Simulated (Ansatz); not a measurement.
# ZrH2+ (doublet): from Hartree-Fock to the top rungs, def2-SVP

How much of the correlation energy of ZrH2+ (doublet) does each wave-function method recover here?

Computed with Ansatz 0.2.0, Gaussian basis. Level: def2-SVP, core rule «outside noble gas», up to 4 orbitals frozen.

The runs, in order: UHF; CCSD(T) on ROHF; CCSD(T) on UHF; CISD; CCSDT(Q) on ROHF; CCSDT(Q) on UHF; CISDTQ; Full CI.

17 further runs of the same task are left out: 6 for a known fault of the program, 3 that didn't finish, 8 set aside as unsound or not needed.

## (1) What is computed

The geometry is a PBE0/def2-TZVP stationary point (not a proven minimum) of the parent state, kept for this charge and spin. No spin-orbit coupling is included. Elements past krypton take def2 core potentials.

3 atoms, charge 1, spin multiplicity 2.

Atoms are counted from 1 here; the program's logs count them from 0.

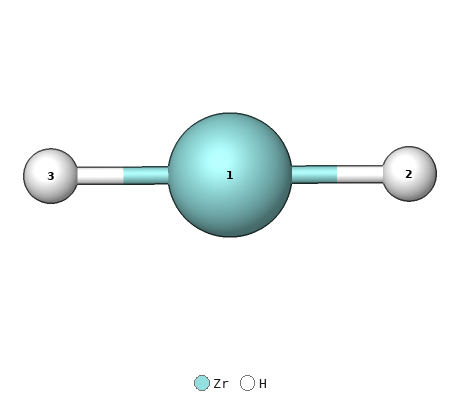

The geometry (zirconium light teal, hydrogen white); atoms are numbered from 1 in the order of the file.

In the tables R marks a restricted open-shell determinant and U an unrestricted one; energies count from the table's Hartree-Fock row.

## (2) UHF

in.yaml reads:

```yaml
crystal:
  periodic: [false, false, false]
  atoms:
    - {symbol: Zr, position_ang: [0.000000, 0.000000, 0.000000]}
    - {symbol: H, position_ang: [0.000000, 0.000000, -1.928800]}
    - {symbol: H, position_ang: [0.000000, 0.000000, 1.928800]}
basis:
  gaussian: {orbitals: def2-SVP}
total_charge: 1
magnetization: {spin_polarized: true, initial_magnetization: 1}
hamiltonian: {xc: hf}
output: {orbitals: {seedname: orbitals}}
```

Launch:

```
ansatz run in.yaml --threads 1 --pin off --events-out ev --progress --plain --max-ram 2393MiB
```

Log:

```text
Functional definition: HF
  name "HF"
  cite "Fock, Z. Phys. 61, 126 (1930) doi:10.1007/BF01340294"
  parent pbe
  exchange = exact_x
  correlation = 0
436 factors; integrals over basis functions are off by at most 1.4e-3 eV
mean field evaluation 1: about -1285.0008 eV, gradient 1.2e1 eV
mean field evaluation 2: about -1285.0026 eV, gradient 1.2e1 eV
mean field evaluation 4: about -1286.5091 eV, gradient 1.2e0 eV
mean field evaluation 8: about -1286.5463 eV, gradient 4.3e-2 eV
mean field evaluation 16: about -1286.7854 eV, gradient 1.6e0 eV
mean field evaluation 32: about -1286.5463 eV, gradient 4.1e-2 eV
mean field evaluation 64: about -1286.5464 eV, gradient 3.4e-2 eV
mean field evaluation 96: about -1286.3963 eV, gradient 4.0e-1 eV
mean field evaluation 128: about -1285.5470 eV, gradient 1.4e0 eV
mean field evaluation 160: about -1286.8113 eV, gradient 7.7e-1 eV
mean field -1287.59366592 eV, -47.3181944604 hartree, gradient 1.8e-5 eV, S^2 0.752758; 6 other end points of the search recorded, 0 dependent functions left out
reference -1287.59366592 eV, -47.3181944604 hartree; 7, 6 occupied and 34, 35 virtual orbitals, 436 factors
Total energy: -1287.59366592 eV, -47.3181944604 hartree
```

Wall time 0.66 s (1 thread of Arm Neoverse V2, shared host).

From the report: ⟨S²⟩ of the determinant 0.753 (pure doublet: 0.75).

## (3) CCSD(T) on ROHF

in.yaml: that of step 2 with these lines changed.

```diff
@@ -9,4 +9,3 @@
 total_charge: 1
-magnetization: {spin_polarized: true, initial_magnetization: 1}
-hamiltonian: {xc: hf}
-output: {orbitals: {seedname: orbitals}}
+magnetization: {spin_polarized: false, initial_magnetization: 1}
+correlation: {method: ccsd_t, electrons: outside_noble_gas}
```

Launched as before.

Log, shortened:

```text
Functional definition: HF
  name "HF"
  cite "Fock, Z. Phys. 61, 126 (1930) doi:10.1007/BF01340294"
  parent pbe
[...]
436 factors; integrals over basis functions are off by at most 1.4e-3 eV
[...]
mean field -1287.53992409 eV, -47.3162194843 hartree, gradient 1.6e-6 eV, S^2 0.750000; 16 other end points of the search recorded, 0 dependent functions left out
[...]
determinant -1287.53992409 eV, -47.3162194843 hartree, with singles and doubles -1289.34096068 eV, -47.3824063581 hartree
determinant -1286.66718273 eV, -47.2841468311 hartree, with singles and doubles -1288.58515100 eV, -47.3546308650 hartree
determinant -1286.50009106 eV, -47.2780063253 hartree, with singles and doubles -1288.41690222 eV, -47.3484478362 hartree
determinant -1284.56883303 eV, -47.2070339018 hartree, with singles and doubles -1287.05792736 eV, -47.2985064313 hartree
determinant -1284.40565495 eV, -47.2010372179 hartree, with singles and doubles -1287.29278320 eV, -47.3071372244 hartree
4 core orbitals not correlated: weight in the atoms' cores, before any rotation towards them, 0.999 or more for the frozen orbitals, at most 0.000 for the correlated occupied ones
reference -1287.53992409 eV, -47.3162194843 hartree; 3, 2 occupied and 34, 35 virtual orbitals, 436 factors
second order -1.35461290 eV of doubles, -0.00093000 eV of singles
cycle   1  -1.78282705 eV  change   -8.5e-2 eV  update   1.6e-2
[...]
cycle  13  -1.79440719 eV  change    1.6e-7 eV  update   3.6e-6
perturbative correction -0.01838072 eV, -0.0006754789 hartree
Total energy: -1289.35271199 eV, -47.3828382110 hartree
```

Wall time 1.9 s (1 thread of Arm Neoverse V2, shared host).

From the report: correlation -1.8128 eV; T1 0.013; largest double amplitude 0.06.

## (4) CCSD(T) on UHF

in.yaml: that of step 3 with these lines changed.

```diff
@@ -9,3 +9,3 @@
 total_charge: 1
-magnetization: {spin_polarized: false, initial_magnetization: 1}
+magnetization: {spin_polarized: true, initial_magnetization: 1}
 correlation: {method: ccsd_t, electrons: outside_noble_gas}
```

The command is unchanged.

Log, shortened:

```text
Functional definition: HF
  name "HF"
  cite "Fock, Z. Phys. 61, 126 (1930) doi:10.1007/BF01340294"
  parent pbe
[...]
436 factors; integrals over basis functions are off by at most 1.4e-3 eV
[...]
mean field -1287.59366592 eV, -47.3181944604 hartree, gradient 1.1e-6 eV, S^2 0.752758; 29 other end points of the search recorded, 0 dependent functions left out
determinant -1287.59366592 eV, -47.3181944604 hartree, with singles and doubles -1289.39499431 eV, -47.3843920575 hartree
determinant -1286.73741876 eV, -47.2867279574 hartree, with singles and doubles -1288.63768914 eV, -47.3565616060 hartree
determinant -1286.62937774 eV, -47.2827575231 hartree, with singles and doubles -1288.07961132 eV, -47.3360526243 hartree
determinant -1286.54637110 eV, -47.2797070853 hartree, with singles and doubles -1288.43818870 eV, -47.3492301000 hartree
[...]
determinant -1285.65504781 eV, -47.2469515586 hartree, with singles and doubles -1287.66771545 eV, -47.3209157304 hartree
determinant -1285.65220192 eV, -47.2468469743 hartree, with singles and doubles -1287.31438728 eV, -47.3079311597 hartree
determinant -1285.51859990 eV, -47.2419371904 hartree, with singles and doubles -1287.48294437 eV, -47.3141255183 hartree
determinant -1284.99927132 eV, -47.2228522173 hartree, with singles and doubles -1287.05932614 eV, -47.2985578356 hartree
4 core orbitals not correlated: weight in the atoms' cores, before any rotation towards them, 0.999 or more for the frozen orbitals, at most 0.000 for the correlated occupied ones
reference -1287.59366592 eV, -47.3181944604 hartree; 3, 2 occupied and 34, 35 virtual orbitals, 436 factors
second order -1.35241119 eV of doubles, -0.00000000 eV of singles
cycle   1  -1.78303465 eV  change   -7.5e-2 eV  update   1.4e-2
[...]
cycle  13  -1.78903051 eV  change    7.1e-7 eV  update   2.9e-6
perturbative correction -0.01824299 eV, -0.0006704176 hartree
Total energy: -1289.40093943 eV, -47.3846105366 hartree
```

Wall time 4 s (1 thread of Arm Neoverse V2, shared host).

From the report: ⟨S²⟩ of the determinant 0.753 (pure doublet: 0.75); correlation -1.8073 eV; T1 0.012; largest double amplitude 0.06.

## (5) CISD

in.yaml: that of step 4 with these lines changed.

```diff
@@ -9,3 +9,3 @@
 total_charge: 1
-magnetization: {spin_polarized: true, initial_magnetization: 1}
-correlation: {method: ccsd_t, electrons: outside_noble_gas}
+magnetization: {spin_polarized: false, initial_magnetization: 1}
+correlation: {active_space: {ras: {orbitals: [2, 1, 34], electrons: 5, max_holes: 2, max_particles: 2}, fixed_orbitals: true}}
```

Same command.

Log:

```text
Functional definition: HF
  name "HF"
  cite "Fock, Z. Phys. 61, 126 (1930) doi:10.1007/BF01340294"
  parent pbe
  exchange = exact_x
  correlation = 0
436 factors; integrals over basis functions are off by at most 1.4e-3 eV
mean field evaluation 1: about -1284.9985 eV, gradient 1.5e1 eV
mean field evaluation 2: about -1285.0002 eV, gradient 1.5e1 eV
mean field evaluation 4: about -1286.4961 eV, gradient 6.8e-1 eV
mean field evaluation 8: about -1286.5001 eV, gradient 1.4e-2 eV
mean field evaluation 16: about -1287.4512 eV, gradient 5.6e0 eV
mean field evaluation 32: about -1287.5399 eV, gradient 1.7e-5 eV
mean field evaluation 64: about -1287.4388 eV, gradient 5.4e0 eV
mean field evaluation 96: about -1286.4972 eV, gradient 9.0e-1 eV
mean field -1287.53992409 eV, -47.3162194843 hartree, gradient 1.6e-6 eV, S^2 0.750000; 13 other end points of the search recorded, 0 dependent functions left out
reference -1287.53992409 eV, -47.3162194843 hartree; 7, 6 occupied and 34, 35 virtual orbitals, 436 factors
state -1289.30012600 eV, -47.3809057116 hartree
Total energy: -1289.30012600 eV, -47.3809057116 hartree
```

It took 1.4 s on 1 thread of Arm Neoverse V2, shared host.

From the report: 2,014 determinants.

## (6) CCSDT(Q) on ROHF

in.yaml: that of step 5 with these lines changed.

```diff
@@ -10,2 +10,2 @@
 magnetization: {spin_polarized: false, initial_magnetization: 1}
-correlation: {active_space: {ras: {orbitals: [2, 1, 34], electrons: 5, max_holes: 2, max_particles: 2}, fixed_orbitals: true}}
+correlation: {method: ccsdt_q, electrons: outside_noble_gas}
```

Same command.

Log, shortened:

```text
Functional definition: HF
  name "HF"
  cite "Fock, Z. Phys. 61, 126 (1930) doi:10.1007/BF01340294"
  parent pbe
[...]
731 factors; integrals over basis functions are off by at most 2.3e-7 eV
[...]
mean field -1287.53992666 eV, -47.3162195789 hartree, gradient 1.4e-6 eV, S^2 0.750000; 15 other end points of the search recorded, 0 dependent functions left out
[...]
determinant -1287.53992666 eV, -47.3162195789 hartree, with singles and doubles -1289.34096461 eV, -47.3824065028 hartree
determinant -1286.66718706 eV, -47.2841469901 hartree, with singles and doubles -1288.58515457 eV, -47.3546309959 hartree
determinant -1286.50008982 eV, -47.2780062799 hartree, with singles and doubles -1288.41690414 eV, -47.3484479069 hartree
determinant -1284.56883757 eV, -47.2070340686 hartree, with singles and doubles -1287.05794342 eV, -47.2985070216 hartree
determinant -1284.40565451 eV, -47.2010372018 hartree, with singles and doubles -1287.28671330 eV, -47.3069141596 hartree
4 core orbitals not correlated: weight in the atoms' cores, before any rotation towards them, 0.999 or more for the frozen orbitals, at most 0.000 for the correlated occupied ones
reference -1287.53992666 eV, -47.3162195789 hartree; 3, 2 occupied and 34, 35 virtual orbitals, 731 factors
second order -1.35461855 eV of doubles, -0.00093000 eV of singles
cycle   1  -1.65480643 eV  change   -3.0e-1 eV  update   4.6e-2
[...]
cycle  19  -1.82148755 eV  change    2.1e-7 eV  update   2.1e-7
perturbative correction -0.00032702 eV, -0.0000120178 hartree
Total energy: -1289.36174123 eV, -47.3831700294 hartree
```

Wall time 11 s (1 thread of Arm Neoverse V2, shared host).

From the report: correlation -1.8218 eV; T1 0.013; largest double amplitude 0.06.

## (7) CCSDT(Q) on UHF

in.yaml: that of step 6 with these lines changed.

```diff
@@ -9,3 +9,3 @@
 total_charge: 1
-magnetization: {spin_polarized: false, initial_magnetization: 1}
+magnetization: {spin_polarized: true, initial_magnetization: 1}
 correlation: {method: ccsdt_q, electrons: outside_noble_gas}
```

Same command.

Log, shortened:

```text
Functional definition: HF
  name "HF"
  cite "Fock, Z. Phys. 61, 126 (1930) doi:10.1007/BF01340294"
  parent pbe
[...]
731 factors; integrals over basis functions are off by at most 2.3e-7 eV
[...]
mean field -1287.59366852 eV, -47.3181945558 hartree, gradient 2.2e-6 eV, S^2 0.752758; 26 other end points of the search recorded, 0 dependent functions left out
determinant -1287.59366852 eV, -47.3181945558 hartree, with singles and doubles -1289.39506145 eV, -47.3843945249 hartree
determinant -1286.73742311 eV, -47.2867281173 hartree, with singles and doubles -1288.63793319 eV, -47.3565705746 hartree
determinant -1286.62938213 eV, -47.2827576845 hartree, with singles and doubles -1288.07806070 eV, -47.3359956401 hartree
determinant -1286.54637011 eV, -47.2797070489 hartree, with singles and doubles -1288.43815492 eV, -47.3492288587 hartree
[...]
determinant -1285.74619875 eV, -47.2503012940 hartree, with singles and doubles -1287.69846054 eV, -47.3220455915 hartree
determinant -1285.65505039 eV, -47.2469516534 hartree, with singles and doubles -1287.66644709 eV, -47.3208691188 hartree
determinant -1285.65221270 eV, -47.2468473704 hartree, with singles and doubles -1287.31455300 eV, -47.3079372495 hartree
determinant -1285.51860905 eV, -47.2419375268 hartree, with singles and doubles -1287.48289336 eV, -47.3141236437 hartree
4 core orbitals not correlated: weight in the atoms' cores, before any rotation towards them, 0.999 or more for the frozen orbitals, at most 0.000 for the correlated occupied ones
reference -1287.59366852 eV, -47.3181945558 hartree; 3, 2 occupied and 34, 35 virtual orbitals, 731 factors
second order -1.35241683 eV of doubles, -0.00000000 eV of singles
cycle   1  -1.65071019 eV  change   -3.0e-1 eV  update   4.6e-2
[...]
cycle  17  -1.81584261 eV  change   -1.3e-7 eV  update   6.0e-7
perturbative correction -0.00032208 eV, -0.0000118363 hartree
Total energy: -1289.40983321 eV, -47.3849373771 hartree
```

Run time: 13 s. Hardware: 1 thread of Arm Neoverse V2, shared host.

From the report: ⟨S²⟩ of the determinant 0.753 (pure doublet: 0.75); correlation -1.8162 eV; T1 0.012; largest double amplitude 0.06.

## (8) CISDTQ

in.yaml: that of step 7 with these lines changed.

```diff
@@ -9,3 +9,3 @@
 total_charge: 1
-magnetization: {spin_polarized: true, initial_magnetization: 1}
-correlation: {method: ccsdt_q, electrons: outside_noble_gas}
+magnetization: {spin_polarized: false, initial_magnetization: 1}
+correlation: {active_space: {ras: {orbitals: [2, 1, 34], electrons: 5, max_holes: 4, max_particles: 4}, fixed_orbitals: true}}
```

Same command.

Log:

```text
Functional definition: HF
  name "HF"
  cite "Fock, Z. Phys. 61, 126 (1930) doi:10.1007/BF01340294"
  parent pbe
  exchange = exact_x
  correlation = 0
436 factors; integrals over basis functions are off by at most 1.4e-3 eV
mean field evaluation 1: about -1284.9985 eV, gradient 1.5e1 eV
mean field evaluation 2: about -1285.0002 eV, gradient 1.5e1 eV
mean field evaluation 4: about -1286.4961 eV, gradient 6.8e-1 eV
mean field evaluation 8: about -1286.5001 eV, gradient 1.4e-2 eV
mean field evaluation 16: about -1287.4512 eV, gradient 5.6e0 eV
mean field evaluation 32: about -1287.5399 eV, gradient 1.7e-5 eV
mean field evaluation 64: about -1287.4388 eV, gradient 5.4e0 eV
mean field evaluation 96: about -1286.4972 eV, gradient 9.0e-1 eV
mean field -1287.53992409 eV, -47.3162194843 hartree, gradient 1.6e-6 eV, S^2 0.750000; 13 other end points of the search recorded, 0 dependent functions left out
reference -1287.53992409 eV, -47.3162194843 hartree; 7, 6 occupied and 34, 35 virtual orbitals, 436 factors
state -1289.36154397 eV, -47.3831627804 hartree
Total energy: -1289.36154397 eV, -47.3831627804 hartree
```

Wall time 10 s (1 thread of Arm Neoverse V2, shared host).

From the report: 232,892 determinants.

## (9) Full CI

in.yaml: that of step 8 with these lines changed.

```diff
@@ -10,2 +10,2 @@
 magnetization: {spin_polarized: false, initial_magnetization: 1}
-correlation: {active_space: {ras: {orbitals: [2, 1, 34], electrons: 5, max_holes: 4, max_particles: 4}, fixed_orbitals: true}}
+correlation: {method: fci, electrons: outside_noble_gas}
```

Same command.

Log, shortened:

```text
Functional definition: HF
  name "HF"
  cite "Fock, Z. Phys. 61, 126 (1930) doi:10.1007/BF01340294"
  parent pbe
[...]
731 factors; integrals over basis functions are off by at most 2.3e-7 eV
[...]
mean field -1287.53992666 eV, -47.3162195789 hartree, gradient 1.4e-6 eV, S^2 0.750000; 11 other end points of the search recorded, 0 dependent functions left out
[...]
determinant -1287.53992666 eV, -47.3162195789 hartree, with singles and doubles -1289.33928342 eV, -47.3823447201 hartree
determinant -1286.66718706 eV, -47.2841469901 hartree, with singles and doubles -1288.58326662 eV, -47.3545616151 hartree
4 core orbitals not correlated: weight in the atoms' cores, before any rotation towards them, 0.999 or more for the frozen orbitals, at most 0.000 for the correlated occupied ones
reference -1287.53992666 eV, -47.3162195789 hartree; 3, 2 occupied and 34, 35 virtual orbitals, 731 factors
state -1289.36204654 eV, -47.3831812494 hartree
Total energy: -1289.36204654 eV, -47.3831812494 hartree
```

It took 20 s on 1 thread of Arm Neoverse V2, shared host.

From the report: 653,820 determinants, symmetry Ag.

## (10) Natural occupations

Natural occupations of the FCI state about the gap (report; correlated orbitals 1 to 10): 1.956, 1.952, 0.990, 0.032, 0.014, 0.009, 0.009, 0.008, 0.006, 0.005. The count of effectively unpaired electrons, Σ n²(2 − n)², is 1.02; a single determinant of this spin has 1.

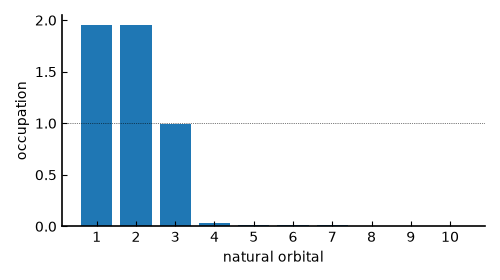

Natural occupations of the FCI state.

## (11) All levels against the top one

The yardstick is full CI for this spin, exact in this basis with these frozen cores. Rows without a time come out of other runs: HF, MP2 and CCSD of CCSD(T), CCSDT of CCSDT(Q).

Differences are taken before rounding.

```tsv
method	energy from the lowest RHF (meV)	from FCI (meV)	time
RHF	0.0	+1822.1	
UHF	-53.7	+1768.4	
RMP2	-1355.5	+466.6	
UMP2	-1406.2	+416.0	
CISD	-1760.2	+61.9	1.4 s
RCCSD	-1794.4	+27.7	
UCCSD	-1842.8	-20.6	
RCCSD(T)	-1812.8	+9.3	1.9 s
UCCSD(T)	-1861.0	-38.9	4 s
RCCSDT	-1821.5	+0.6	
UCCSDT	-1869.6	-47.5	
CISDTQ	-1821.6	+0.5	10 s
RCCSDT(Q)	-1821.8	+0.3	11 s
UCCSDT(Q)	-1869.9	-47.8	13 s
FCI	-1822.1	0	20 s
```

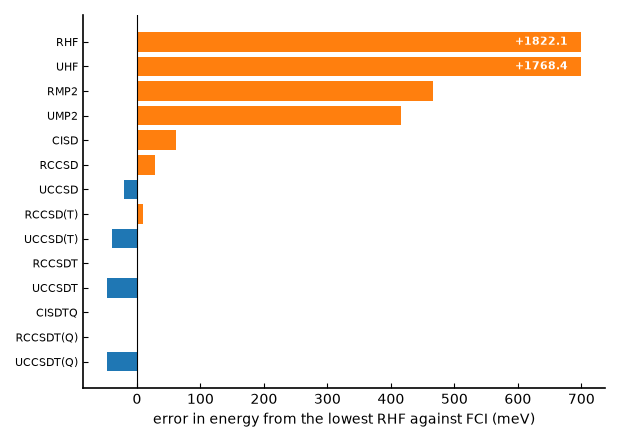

Deviations from FCI, method by method. Bars with a number in them are cut short.

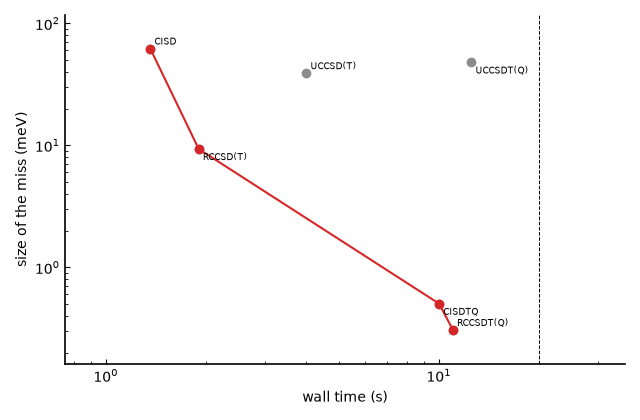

Accuracy for the time spent; red marks the levels that beat every quicker one drawn (of those quicker than the yardstick), and the dashed line is the time of FCI. Times are from a shared host.

## (12) Summary of results

| quantity | value |
| --- | --- |
| FCI below the RHF energy | -1.8221 eV |
| RMP2 from FCI | +466.6 meV |
| UMP2 from FCI | +416.0 meV |
| RCCSD from FCI | +27.7 meV |
| RCCSD(T) from FCI | +9.3 meV |
| UCCSD(T) from FCI | -38.9 meV |
| RCCSDT(Q) from FCI | +0.3 meV |
| UCCSDT(Q) from FCI | -47.8 meV |
| levels within 1 kcal/mol (43 meV) | RCCSD, UCCSD, RCCSD(T), UCCSD(T), RCCSDT, CISDTQ, RCCSDT(Q) |
| T1 diagnostic | 0.013 |
| effectively unpaired electrons | 1.02 |

In words: RCCSD(T) misses by +9.3 meV, 0.5 % of the correlation energy. CCSD(T) misses by +9.3 meV on the restricted determinant and by -38.9 meV on the unrestricted one; the two need not hold the same state or core. UCCSD, UCCSD(T), UCCSDT, UCCSDT(Q) fall below full CI: unrestricted runs freeze a spin-polarised core, another one than full CI's, and coupled cluster isn't variational. One determinant dominates. These misses are within one basis, not against nature; the frozen cores of restricted and unrestricted runs differ, which can shift their rows.

RCCSDT(Q) reaches 0.3 meV from the reference in 11 s, where FCI took 20 s; the quickest level in the cost chart, CISD, takes 1.4 s and misses by 61.9 meV.
